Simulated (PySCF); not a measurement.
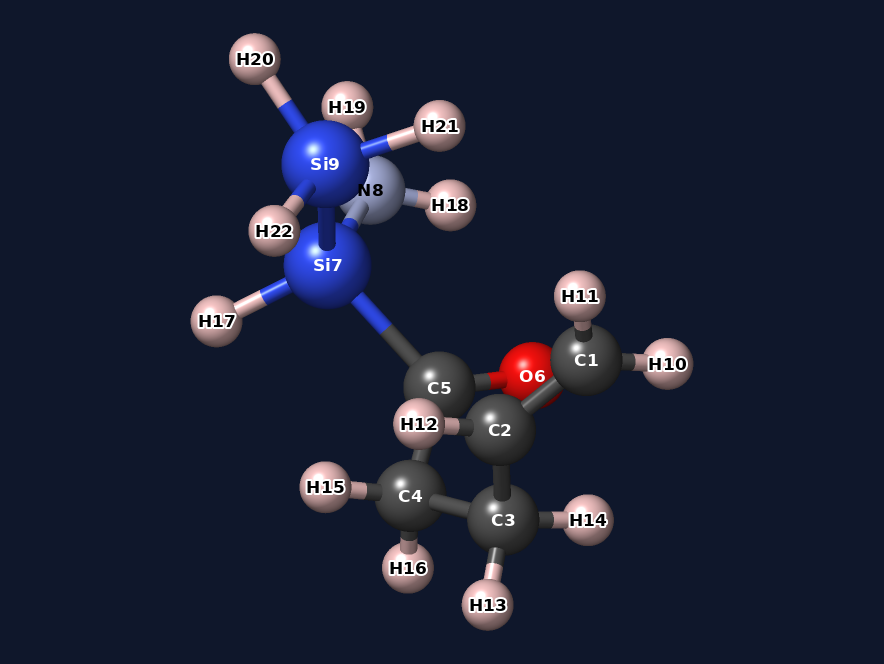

Every bond is drawn as one stick. The geometry was computed by an optimisation with GFN2-xTB. No frequency run is at hand to confirm it as a minimum. Method: PBE0/pcSseg-1 (PySCF 2.14.0).

List the Mayer bond orders of C1–C2, C2–C3, C3–C4, C4–C5, C5–O6, C5–Si7, Si7–N8, Si7–Si9 (bonds between heavy atoms, one of each equivalent set).

```csv
bond,Mayer order,length (Å)
C1–C2,1.98,1.319
C2–C3,1.02,1.495
C3–C4,1.03,1.535
C4–C5,0.93,1.514
C5–O6,1.93,1.213
C5–Si7,0.80,1.916
Si7–N8,1.08,1.719
Si7–Si9,0.87,2.314
```

The geometry is semi-empirical. Around Si such bond lengths and angles can be off by a tenth of an ångström or more and by several degrees, and values that hang on the shape move with them.
